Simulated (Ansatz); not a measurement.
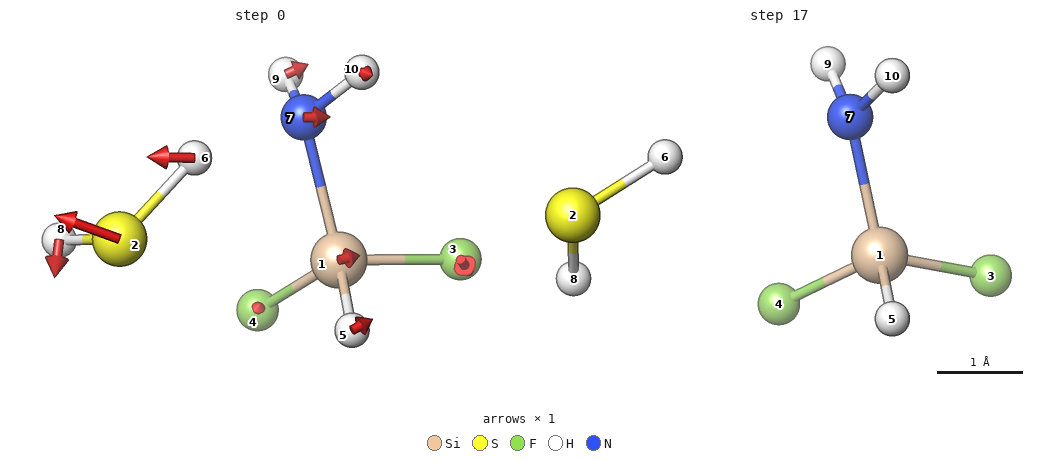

The structure of SiNH$_{5}$SF$_{2}$ (started from a transition state, displaced along its imaginary mode) before (left) and after (right) a relaxation, at one scale. The red arrows give the displacements, at their true length.

Style: ball-and-stick. Shown at a tilt.

Method: Ansatz, RKS PBE0-D4/def2-TZVP.

The input:
```yaml
crystal:
  periodic: [false, false, false]
  atoms:
    - {symbol: Si, position_ang: [-0.806195, -0.006710, -0.646771]}
    - {symbol: S, position_ang: [0.676215, 1.547617, 1.394984]}
    - {symbol: F, position_ang: [-1.598249, -0.970630, -1.623127]}
    - {symbol: F, position_ang: [0.050642, 0.914594, -1.619238]}
    - {symbol: H, position_ang: [-1.851474, 0.681693, 0.147227]}
    - {symbol: H, position_ang: [0.694066, 0.211282, 1.100923]}
    - {symbol: N, position_ang: [0.282876, -1.035863, 0.259685]}
    - {symbol: H, position_ang: [1.658198, 1.865599, 0.542228]}
    - {symbol: H, position_ang: [1.053171, -1.396495, -0.293698]}
    - {symbol: H, position_ang: [-0.159151, -1.811086, 0.737888]}
basis:
  gaussian: {orbitals: def2-TZVP}
hamiltonian: {xc: pbe0, dispersion: d4}
relax: {f_tol: 0.005, max_steps: 200}
```

Launched with:
```bash
ansatz run in.yaml --threads 8 --pin off --events-out ev --progress --plain --max-ram 19148MiB
```

Question: Summarise the run.

Answer: S2 moves most after the best rigid fit: 0.83 Å. By element the largest moves are S 0.83 Å, H 0.59 Å, F 0.40 Å, N 0.33 Å, Si 0.29 Å. Near-neighbour distances that change, for instance: Si1–S2 2.963 → 4.010 Å, H6–N7 1.560 → 2.429 Å, Si1–N7 1.751 → 1.693 Å, S2–H6 1.368 → 1.346 Å. Among the angles between lasting bonds that change: F3–Si1–N7 105.8° → 114.5°, Si1–N7–H9 113.5° → 120.9°, H5–Si1–N7 115.7° → 110.8°. The energy falls by 0.635 eV in 14 accepted moves (17 points after the start). The largest force component goes from 1.6 to 0.0044 eV/Å. The line search rejected the trial steps at points 5, 9, 11 of the run. The run took 20 s on 8 threads of Intel Xeon 6975P-C, with other jobs on the host.
